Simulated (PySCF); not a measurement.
**wB97X-V/STO-3G run of [GeH3]− (SMILES [H][Ge-]([H])[H])**

Aim: the vertical ionisation energy of [GeH3]− at wB97X-V/STO-3G, from 2 runs. The job is set up through a Python script.

The calculation is run with PySCF 2.14.0.

8 further runs of the same task are left out: 8 set aside as unsound or not needed.

## (1) Starting point

The species is [GeH3]− (4 atoms), meant as a singlet with charge -1. SMILES: `[H][Ge-]([H])[H]`. The shape comes from GFN2-xTB, which is rough for such elements, and wasn't checked as a minimum.

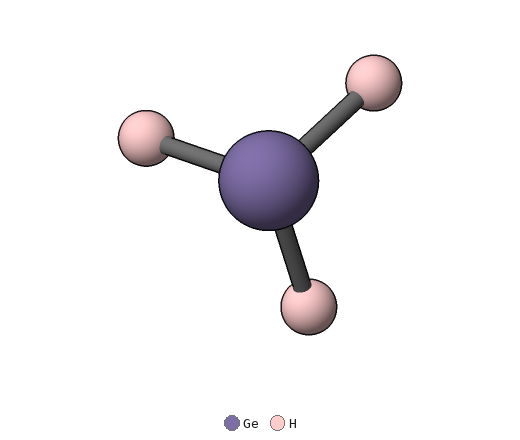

The structure, seen from a chosen angle (germanium purple, hydrogen pink).

## (2) A single-point energy at wB97X-V/STO-3G

The input, run.py:

```python
from pyscf import gto, dft

mol = gto.Mole()
mol.atom = [
    ('Ge', (-0.007520, 0.005800, 0.768010)),
    ('H', (1.421950, -0.031460, -0.244430)),
    ('H', (-0.677460, 1.249470, -0.271720)),
    ('H', (-0.736970, -1.223820, -0.251850)),
]
mol.basis = 'sto-3g'
mol.verbose = 3
mol.spin = 0
mol.charge = -1
mol.max_memory = 1860
mol.build()

mf = dft.RKS(mol, xc='wb97x-v')
mf.nlcgrids.level = 1
mf.grids.level = 5
mf.conv_tol = 1e-10
mf.kernel()
if not mf.converged:
    mf = mf.newton().run(mf.mo_coeff, mf.mo_occ)

e_tot = mf.e_tot
print('Final energy', e_tot)
```

On the command line:

```
OMP_NUM_THREADS=1 python run.py
```

Log:

```text
converged SCF energy = -2054.46617786894
Final energy -2054.466177868938
```

Run time: 11 s. Hardware: 1 thread of Intel Xeon Platinum 8559C (Emerald Rapids), shared host; peak memory 0.19 GiB.

## (3) Doublet neutral GeH3

The input, calc.py:

```python
from pyscf import gto, dft

system = gto.M(
    atom=[
    ('Ge', (-0.007520, 0.005800, 0.768010)),
    ('H', (1.421950, -0.031460, -0.244430)),
    ('H', (-0.677460, 1.249470, -0.271720)),
    ('H', (-0.736970, -1.223820, -0.251850)),
],
    spin=1,
    verbose=4,
    max_memory=1860,
    basis='sto-3g',
)

mf = dft.UKS(system, xc='wb97x-v')
mf.grids.level = 5
mf.conv_tol = 1e-10
mf.nlcgrids.level = 1
mf.kernel()
if not mf.converged:
    mf = mf.newton().run(mf.mo_coeff, mf.mo_occ)

e_final = mf.e_tot
print(f'total energy: {e_final:.8f} hartree')
```

On the command line:

```
OMP_NUM_THREADS=1 python calc.py
```

Log:

```text
PySCF version 2.14.0

[INPUT] num. atoms = 4
[INPUT] num. electrons = 35
[INPUT] charge = 0
[INPUT] spin (= nelec alpha-beta = 2S) = 1
[INPUT] symmetry False subgroup None
[INPUT] Mole.unit = angstrom
[INPUT] Symbol           X                Y                Z      unit          X                Y                Z       unit  Magmom
[INPUT]  1 Ge    -0.007520000000   0.005800000000   0.768010000000 AA   -0.014210740457   0.010960411522   1.451328560927 Bohr   0.0
[INPUT]  2 H      1.421950000000  -0.031460000000  -0.244430000000 AA    2.687096062825  -0.059450783879  -0.461905756627 Bohr   0.0
[INPUT]  3 H     -0.677460000000   1.249470000000  -0.271720000000 AA   -1.280213860348   2.361156100860  -0.513476382567 Bohr   0.0
[INPUT]  4 H     -0.736970000000  -1.223820000000  -0.251850000000 AA   -1.392671462021  -2.312684625765  -0.475927524472 Bohr   0.0

[... 52 lines left out ...]
WARN: HOMO -0.419105571034128 >= LUMO -0.41910557103413
[... 66 lines left out ...]
converged SCF energy = -2054.516848807  <S^2> = 0.75126934  2S+1 = 2.0012689
total energy: -2054.51684881 hartree
```

Run time: 17 s. Hardware: 1 thread of Intel Xeon Platinum 8559C (Emerald Rapids), shared host; peak memory 0.21 GiB.

## (4) Summary of results

Level: wB97X-V/STO-3G.

| quantity | value |
| --- | --- |
| singlet [GeH3]−: total energy | -2054.46618 Eh |
| singlet [GeH3]−: HOMO energy | 3.30 eV |
| singlet [GeH3]−: LUMO energy | 16.56 eV |
| singlet [GeH3]−: HOMO–LUMO gap (to an unbound level, set by the basis) | 13.26 eV |
| doublet neutral GeH3: total energy | -2054.51685 Eh |
| doublet neutral GeH3: dipole moment | 1.38 D |
| doublet neutral GeH3: HOMO energy (highest over α and β) | -6.30 eV |
| doublet neutral GeH3: LUMO energy (lowest over α and β) | 0.58 eV |
| doublet neutral GeH3: ⟨S²⟩ | 0.751 |
| vertical detachment energy (to the doublet neutral) | -1.379 eV |

**Reading.** The species is unbound against losing an electron at this level, by 1.38 eV (−133 kJ/mol); missing correlation or diffuse functions can give that sign where the real anion is bound. In a minimal basis such a difference can be off by several eV, whatever the method. The HOMO (singlet [GeH3]−) lies at positive energy, 3.30 eV; only total energies tell whether the electron is bound.
